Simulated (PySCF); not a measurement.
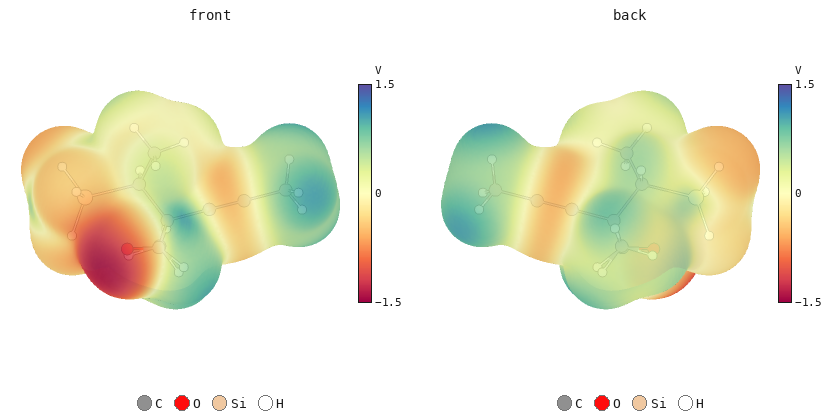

Figure 1: C8H14OSi. The electrostatic potential painted on the density surface at 0.002 e/bohr³, seen from the front and from behind; the colour scale runs from red (negative) to blue (positive).

Geometry: GFN2-xTB.

These are results of PySCF 2.14.0, PBE0/pcSseg-1, SCF density, gas phase, non-relativistic, not measurements.

Input file:

```
{"job": {"kind": "nmr", "xc": "PBE0", "basis": "pcSseg-1"}, "charge": 0, "multiplicity": 1}
C      3.720331     0.960631     0.556608
C      2.401012     0.492628     0.192112
C      1.304506     0.107356    -0.102251
C     -0.020357    -0.357389    -0.493382
C     -0.096231    -0.317379    -2.034546
C     -0.174780    -1.807119    -0.121533
O     -1.222407    -2.313489     0.172856
C     -1.149933     0.466227     0.144335
C     -0.856255     0.748817     1.616863
Si    -2.876415    -0.365506     0.008632
H      4.127075     0.342061     1.356383
H      3.668253     1.993194     0.901051
H      4.386028     0.909112    -0.304827
H      0.686015    -0.936428    -2.470861
H     -1.064402    -0.671896    -2.376066
H      0.046110     0.706387    -2.373217
H      0.753469    -2.405492    -0.169579
H     -1.178586     1.427396    -0.378355
H     -1.667665     1.327349     2.053545
H      0.069858     1.310209     1.738487
H     -0.765792    -0.181605     2.175131
H     -3.789562     0.793656    -0.068185
H     -3.233569    -1.096835     1.215668
H     -3.078439    -1.112121    -1.231315
```

Command:

```sh
OMP_NUM_THREADS=1 python probes_run.py task.json out
```

**Which sites attract a positive test charge, and which a negative one?**

A positive charge is drawn to the negative regions and a negative charge to the positive ones. The most negative region (about −1.4 V, or −32 kcal/mol for a unit charge) lies over O7, the most positive (about +1.1 V, or +25 kcal/mol for a unit charge) over C6, H11, H12 and H13. O7 is the likeliest acceptor of a hydrogen bond.

**What dipole moment does the calculation give?**

Its dipole moment is 3.95 D.
